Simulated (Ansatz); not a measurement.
**CH5OSi (charge +1): density, localisation and related maps**

Input

```
crystal:
  periodic: [false, false, false]
  atoms:
    - {symbol: O, position_ang: [-0.821823, 0.927685, -0.847470]}
    - {symbol: C, position_ang: [0.290766, 0.410559, -0.030113]}
    - {symbol: Si, position_ang: [0.483324, -1.243657, 0.380887]}
    - {symbol: H, position_ang: [-0.828501, 0.684632, -1.787577]}
    - {symbol: H, position_ang: [-1.706153, 0.915705, -0.446588]}
    - {symbol: H, position_ang: [0.922127, 1.244985, 0.239514]}
    - {symbol: H, position_ang: [1.645744, -1.602871, 1.202958]}
    - {symbol: H, position_ang: [-0.492071, -2.244321, -0.085194]}
basis:
  gaussian: {orbitals: def2-TZVPP}
total_charge: 1
hamiltonian: {xc: pbe0, dispersion: d4}
output: {orbitals: {seedname: orbitals}}
```

Command:

```sh
ansatz run in.yaml --threads 2 --pin off --events-out ev --progress --plain --max-ram 4352MiB
```

Geometry: PBE0-D4/def2-TZVP.

Method: RKS PBE0-D4/def2-TZVPP in Ansatz.

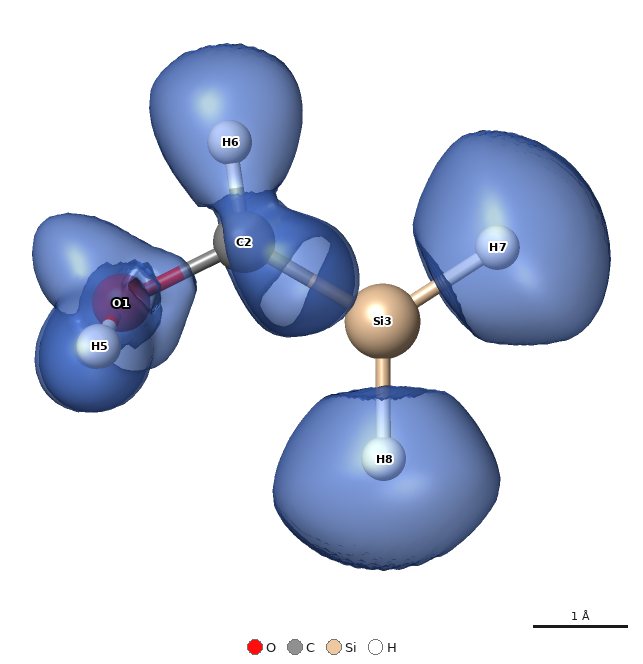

Figure 1. Isosurface of the electron localisation function at 0.75 (blue), seen across its widest extent. Core shells and regions of very low density are left out.

**Describe the localisation domains.**

The ELF exceeds this value in two regions around hydrogen nuclei, one joined region spread over several atoms (C, H, Si), in which their bonds and any lone pairs are merged and one joined region spread over several atoms (H, O), in which their bonds and any lone pairs are merged. Along the contacts the grid gives the following. C–O (1.47 Å): the ELF peaks at about 0.90 between the atoms; a polar covalent bond. C–Si (1.72 Å): the ELF peaks at about 0.95 between the atoms: a covalent bond.

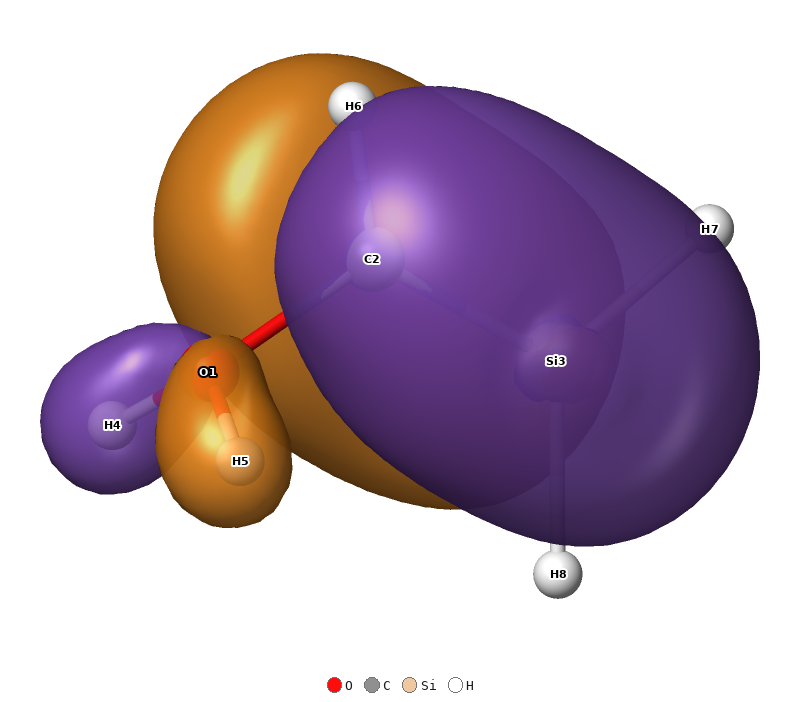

Figure 2. The HOMO at ±0.08 Å⁻³ᐟ² (orange and purple are the two phases), seen at a tilt.

**Describe this orbital and give its energy.**

By Hirshfeld shares it lies mainly on C2 (about 55 %) and Si3 (about 35 %); π-bonding across C2–Si3. Its energy is −12.34 eV.

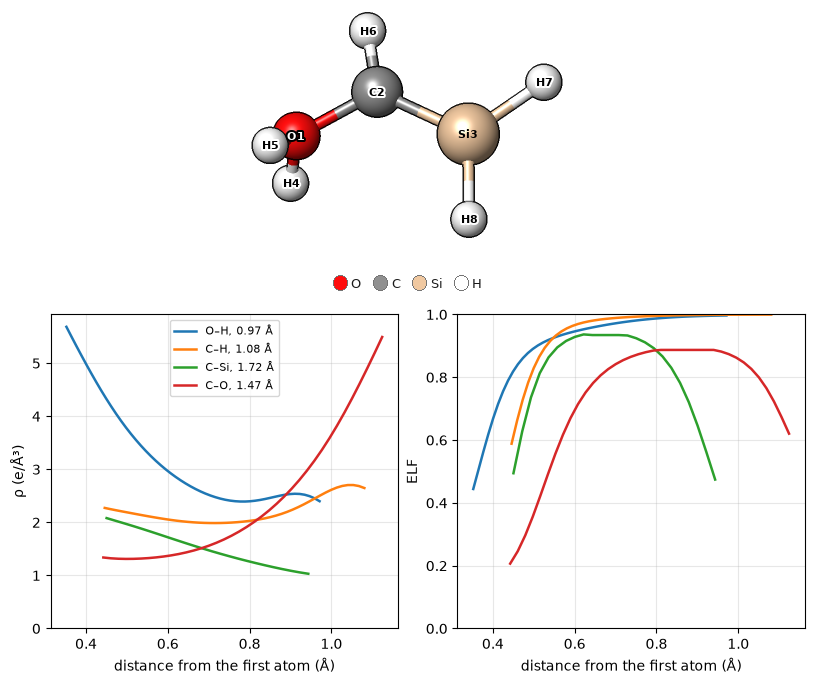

Figure 3. Total electron density and ELF along straight lines between neighbouring atoms. The curves leave out the atomic cores. The structure is drawn too.

**What kind of bonding do the profiles show?**

O–H (0.97 Å): ρ is about 3.9 e/Å³ halfway; the ELF climbs to about 1 towards the hydrogen, as it does in any bond to H (a covalent bond by its length).
C–H (1.08 Å): the density is about 2.1 e/Å³ at the midpoint; the ELF climbs to about 1 towards the hydrogen; a covalent bond by its length.
C–Si (1.72 Å): ρ at the midpoint is about 1.2 e/Å³; the ELF peaks at about 0.95 between the atoms: localised, covalent bonding.
C–O (1.47 Å): ρ is about 1.7 e/Å³ halfway, with its minimum of 1.3 e/Å³ about 0.5 Å from C; the ELF peaks at about 0.90 between the atoms, as expected for a polar covalent bond.

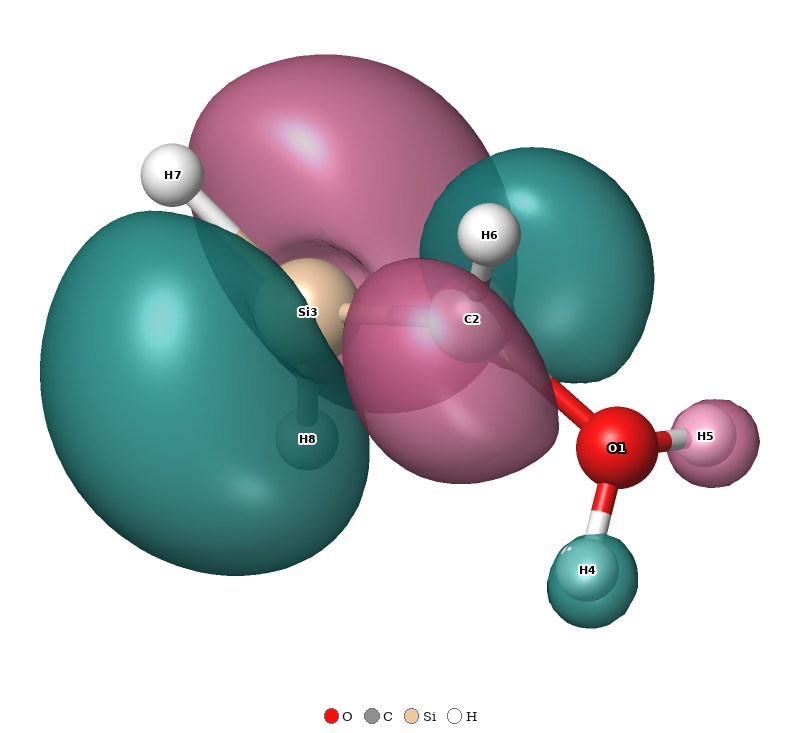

Figure 4. One frontier orbital at ±0.1 Å⁻³ᐟ² (teal and pink are the two phases), seen at an oblique angle.

**Which orbital is it: HOMO or LUMO?**

The LUMO, at −6.56 eV. Its weight (Hirshfeld) is mainly on Si3 (about 60 %) and C2 (about 20 %).
